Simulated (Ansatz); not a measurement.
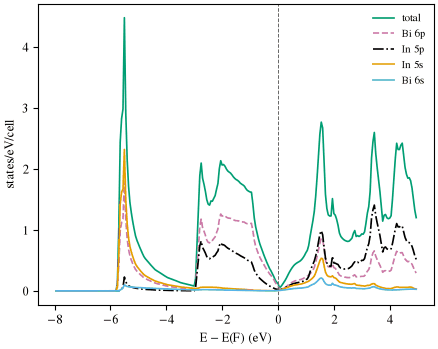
*Total and projected density of states of InBi (zinc blende, F-43m), PBEsol in the plane-wave PAW code Ansatz*

Q: Which orbitals carry the states next to the Fermi level?

A: Within 0.5 eV of the Fermi level: Bi 6p 61 %, In 5p 25 %, In 5s 9 %. Projections are on Löwdin-orthogonalised atomic valence shells; empty p or d shells of many metals are not among them.

Q: Where is the tallest occupied peak in this window, and what makes it?

A: Near -5.5 eV, about 4.5 states/eV per cell; the largest projected share is In 5s.

The first step of the workflow began from a Materials Project structure, measured or hypothetical; the Crystallography Open Database copy checked does not list it. COD files the formula under space group No. 129, so this cell is another polymorph or a model. With In and Bi taken as one species the cell has the higher symmetry Fd-3m, so it may be an ordered model of a mixed-site phase. Its standing as an ambient phase is unchecked. Symmetry was held in the PBEsol relaxation; of distortions, only those at the zone centre were tested. Scalar-relativistic: spin–orbit coupling is off unless named, which matters more the heavier the elements.

Potentials: the later of the program's two PAW sets.
